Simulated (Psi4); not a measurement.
# C2H3In (SMILES C#[C][InH2]): TPSSh/def2-SVPD (core potential)

What is the vertical singlet–triplet gap of C2H3In at TPSSh/def2-SVPD (core potential)? 

The results are computed with Psi4 1.11.

## Step 1: The system as given

C2H3In: 6 atoms, total charge 0, spin state singlet. SMILES: `C#[C][InH2]`. Geometry: relaxed at PBE0-D4/def2-TZVP.

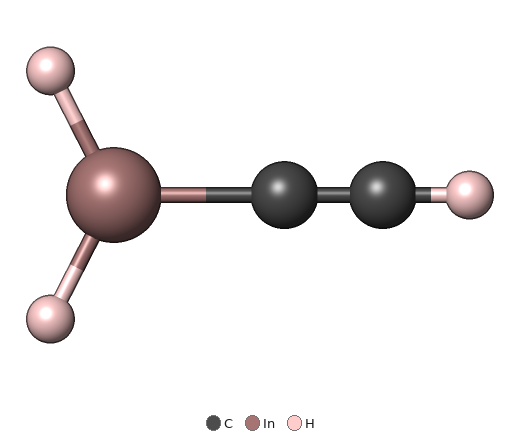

Viewed from a chosen angle; carbon dark grey, indium brown, hydrogen pink.

## Step 2: Energy and gradient at TPSSh/def2-SVPD (core potential)

run.py

```python
import numpy as np
from ase.calculators.psi4 import Psi4
from ase import Atoms

atoms = Atoms(['C', 'C', 'In', 'H', 'H', 'H'], positions=[
    [-0.186600, -1.928000, 0.015100],
    [-0.070400, -0.723400, 0.005900],
    [0.131900, 1.363900, -0.010600],
    [-0.289000, -2.989600, 0.023300],
    [0.673500, 2.081500, -1.468800],
    [-0.259400, 2.195500, 1.435000],
])
calc = Psi4(atoms=atoms, method='tpssh', basis='def2-SVPD', memory='2200MB', num_threads=1, charge=0, multiplicity=1, label='psi4-calc')
calc.psi4.set_options({'puream': True, 'e_convergence': 1e-09, 'd_convergence': 1e-08, 'scf_type': 'pk', 'dft_radial_points': 99, 'dft_spherical_points': 590})
atoms.calc = calc

forces = atoms.get_forces()
print(f'energy: {atoms.get_potential_energy():.6f} eV')
print('forces / eV A^-1')
print(np.round(forces, 5))
```

The run is started by

```console
$ python run.py
```

psi4-calc.dat, cut to the lines that bear on the results:

```text
[...]
    !!!  WARNING: ECP capability is in beta. Please check occupations closely.  !!!
[...]
  Running in c1 symmetry.
[...]
  Nuclear repulsion =   91.358346393140707
[...]
  Multiplicity = 1
[...]
  Nalpha       = 18
  Nbeta        = 18
[...]
    Number of basis functions: 96
[...]
   @RKS iter   1:  -267.54987953572430   -8.16635e-01   8.23279e-03 ADIIS/DIIS
[...]
   @RKS iter  11:  -267.92591340425867   -1.36424e-12   3.51701e-09 DIIS
[...]
    Orbital Energies [Eh]
    ---------------------
    Doubly Occupied:
       1A    -10.124202     2A    -10.111860     3A     -4.615487
       4A     -3.038308     5A     -3.025835     6A     -3.024677
       7A     -0.750444     8A     -0.741725     9A     -0.741280
      10A     -0.739611    11A     -0.736597    12A     -0.703196
      13A     -0.517118    14A     -0.434191    15A     -0.318919
      16A     -0.300192    17A     -0.272920    18A     -0.261840
[...]
  @RKS Final Energy:  -267.92591340425867
   => Energetics <=
    Nuclear Repulsion Energy =             91.3583463931407067
    One-Electron Energy =                -620.0249354467835019
    Two-Electron Energy =                 286.5342637233100049
    DFT Exchange-Correlation Energy =     -25.7935880739258430
    Empirical Dispersion Energy =           0.0000000000000000
    VV10 Nonlocal Energy =                  0.0000000000000000
    Total Energy =                       -267.9259134042586652
[...]
 Multipole Moments:
 ------------------------------------------------------------------------------------
     Multipole            Electronic (a.u.)      Nuclear  (a.u.)        Total (a.u.)
 ------------------------------------------------------------------------------------
 L = 1.  Multiply by 2.5417464519 to convert [e a0] to [Debye]
 Dipole X            :          3.2970010           -3.2900290            0.0069720
 Dipole Y            :         34.0656105          -33.9949526            0.0706580
 Dipole Z            :         -0.2661416            0.2657071           -0.0004345
 Magnitude           :                                                    0.0710024
[...]
  -Total Gradient:
     Atom            X                  Y                   Z
    ------   -----------------  -----------------  -----------------
       1        0.002227501509     0.023084274655    -0.000181577380
       2       -0.002243593047    -0.023235254699     0.000177008052
       3       -0.000359069635    -0.003690234446     0.000042618735
       4        0.000580574491     0.005992144478    -0.000044853004
       5       -0.000633596181    -0.001012705390     0.001655259623
       6        0.000427919847    -0.001140858754    -0.001648424886
[...]
```

The script printed:

```text
energy: -7290.635456 eV
forces / eV A^-1
[[-0.11454 -1.18704  0.00934]
 [ 0.11537  1.1948  -0.0091 ]
 [ 0.01846  0.18976 -0.00219]
 [-0.02985 -0.30813  0.00231]
 [ 0.03258  0.05208 -0.08512]
 [-0.022    0.05867  0.08477]]
```

Wall time 29 s (1 thread of Intel Xeon 6975P-C (Granite Rapids), shared host); peak memory 1.1 GiB.

## Step 3: The triplet

job.inp

```
memory 2200 MB

molecule system {
  0 3
  C     -0.186600    -1.928000     0.015100
  C     -0.070400    -0.723400     0.005900
  In     0.131900     1.363900    -0.010600
  H     -0.289000    -2.989600     0.023300
  H      0.673500     2.081500    -1.468800
  H     -0.259400     2.195500     1.435000
  units angstrom
  symmetry c1
}

set globals {
  basis def2-SVPD
  reference uks
  puream true
  e_convergence 1e-09
  d_convergence 1e-08
  scf_type pk
  dft_radial_points 99
  dft_spherical_points 590
  maxiter 100
}

e, wfn = gradient("tpssh", return_wfn=True)
```

The run is started by

```console
$ psi4 -i job.inp -o job.out -n 1
```

job.out, cut to the lines that bear on the results:

```text
[...]
    !!!  WARNING: ECP capability is in beta. Please check occupations closely.  !!!
[...]
  Running in c1 symmetry.
[...]
  Nuclear repulsion =   91.358346393140707
[...]
  Multiplicity = 3
[...]
  Nalpha       = 19
  Nbeta        = 17
[...]
    Number of basis functions: 96
[...]
   @UKS iter   1:  -267.30726522285676   -5.74020e-01   8.78358e-03 DIIS/ADIIS
[...]
   @UKS iter  20:  -267.77180009346114   -1.87583e-12   1.99609e-09 DIIS
[...]
   @S^2 Observed:                2.012817936E+00
[...]
  @UKS Final Energy:  -267.77180009346114
   => Energetics <=
    Nuclear Repulsion Energy =             91.3583463931407067
    One-Electron Energy =                -619.5304811228077142
    Two-Electron Energy =                 286.1189660202027198
    DFT Exchange-Correlation Energy =     -25.7186313839968186
    Empirical Dispersion Energy =           0.0000000000000000
    VV10 Nonlocal Energy =                  0.0000000000000000
    Total Energy =                       -267.7718000934611382
  UHF NO Occupations:
  HONO-2 :   17  A 1.9976231
  HONO-1 :   18  A 1.0000000
[...]
 Multipole Moments:
 ------------------------------------------------------------------------------------
     Multipole            Electronic (a.u.)      Nuclear  (a.u.)        Total (a.u.)
 ------------------------------------------------------------------------------------
 L = 1.  Multiply by 2.5417464519 to convert [e a0] to [Debye]
 Dipole X            :          3.2233587           -3.2900290           -0.0666703
 Dipole Y            :         33.3034596          -33.9949526           -0.6914930
 Dipole Z            :         -0.2605246            0.2657071            0.0051825
 Magnitude           :                                                    0.6947189
[...]
  -Total Gradient:
     Atom            X                  Y                   Z
    ------   -----------------  -----------------  -----------------
       1        0.007807375484     0.080859821961    -0.000622989286
       2       -0.008670705052    -0.089723173407     0.000697582271
       3        0.001584675516     0.016323123563    -0.000145225455
       4        0.000605608894     0.006259459064    -0.000047324953
       5       -0.001409793026    -0.006768680307     0.002381914499
       6        0.000082502575    -0.006953905498    -0.002263921415
[...]
```

Wall time 66 s (1 thread of Intel Xeon 6975P-C (Granite Rapids), shared host); peak memory 1.1 GiB.

## Step 4: Results

Level: TPSSh/def2-SVPD (core potential).

```
                                        quantity          value
                           singlet: total energy  -267.92591 Eh
                          singlet: dipole moment         0.18 D
                            singlet: HOMO energy       -7.13 eV
                            singlet: LUMO energy       -2.29 eV
                          singlet: HOMO–LUMO gap        4.84 eV
               singlet: largest force on an atom     1.200 eV/Å
                           triplet: total energy  -267.77180 Eh
                          triplet: dipole moment         1.77 D
     triplet: HOMO energy (highest over α and β)       -3.34 eV
                                   triplet: ⟨S²⟩          2.013
               triplet: largest force on an atom     4.635 eV/Å
vertical energy of the triplet above the singlet       4.194 eV
```

At this shape the triplet lies 4.19 eV (405 kJ/mol) above the singlet. The largest force (singlet) is 1.20 eV/Å: the shape isn't a stationary point for this species at this level.
